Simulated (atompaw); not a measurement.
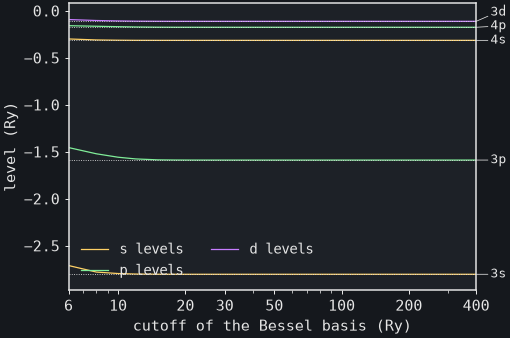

The pseudo-atom Hamiltonian at the reference potential is diagonalised in spherical Bessel functions (20 bohr box) up to the cutoff. Curves: the lowest levels of each channel that holds a bound state. Dotted lines: the all-electron valence levels.

Input of atompaw 4.2.0.5:

```
K 19
GGA-PBE scalarrelativistic loggrid 1500 logderivrange -5 5 251
4 4 3 0 0 0
4 0 0.5
4 1 0
3 2 0
0 0 0
c
c
v
v
c
v
v
v
2
3.00 2.75 2.50 2.10
n
n
y
1.6
n
bloechl sinc
3 0.5 ultrasoft
```

Launched with:
```bash
atompaw < K.input > K.log
```

Functional and relativity: PBE, scalar-relativistic.

**Check the spectrum for spurious states.**

No ghost state below the valence levels in the s, p, d, f channels. The curves of the valence states settle on the dotted lines.

**Which level is furthest from its value at the highest cutoff when the cutoff is lowest, 6 Ry?**

3p, by 0.13 Ry, against 0.09 Ry for 3s.

**Read the all-electron valence levels.**

3s: -2.80 Ry; 4s: -0.31 Ry; 3p: -1.59 Ry; 4p: -0.18 Ry; 3d: -0.11 Ry.
